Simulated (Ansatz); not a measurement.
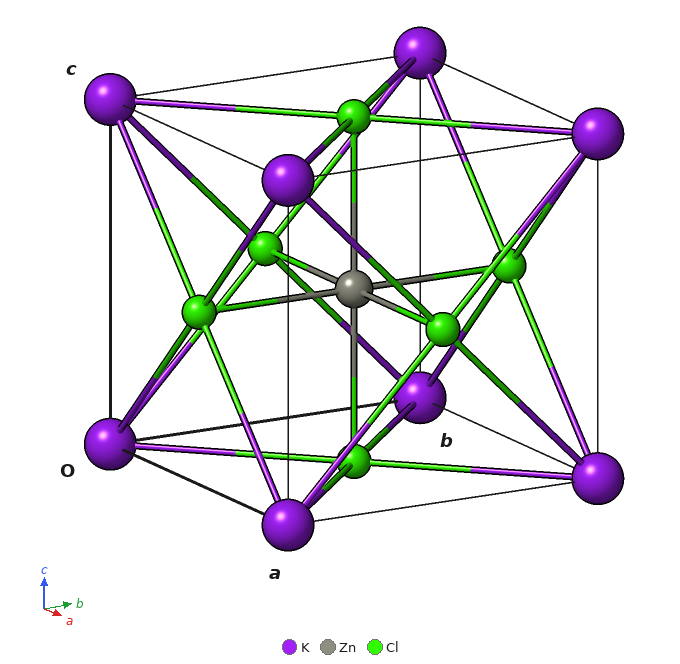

One unit cell is drawn above. Crystal: KZnCl3, the input geometry of an electronic-structure calculation (not necessarily at equilibrium); the starting structure was generated, so it need not be a known form of this composition. Geometry calculated from the standardised cell; symmetry tolerance 0.002 Å.

```yaml
crystal:
  lattice:
    - [4.90012, 0.00000, 0.00000]
    - [0.00000, 4.90012, 0.00000]
    - [0.00000, 0.00000, 4.90012]
  atoms:
    - { symbol: K, position: [0.00000, 0.00000, 0.00000] }
    - { symbol: Zn, position: [0.50000, 0.50000, 0.50000] }
    - { symbol: Cl, position: [0.50000, 0.50000, 0.00000] }
    - { symbol: Cl, position: [0.50000, 0.00000, 0.50000] }
    - { symbol: Cl, position: [0.00000, 0.50000, 0.50000] }
```

Question: What is its point group?

Answer: m-3m (Oh), order 48, cubic system: three fourfold axes, four threefold axes, six twofold axes, nine mirror planes, an inversion centre.

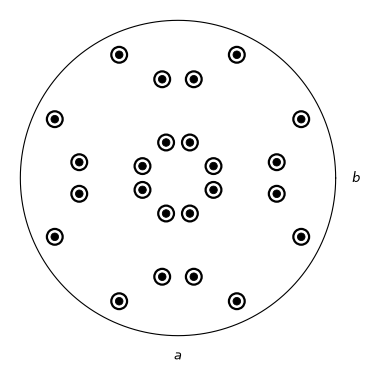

Stereographic projection: filled dots lie in the upper hemisphere, open rings in the lower. The poles are one general form. The c axis points at the viewer.

Question: What does this class allow?

Answer: Class m-3m is centrosymmetric, so neither piezoelectric nor pyroelectric; it is not chiral. Its Laue class is m-3m.
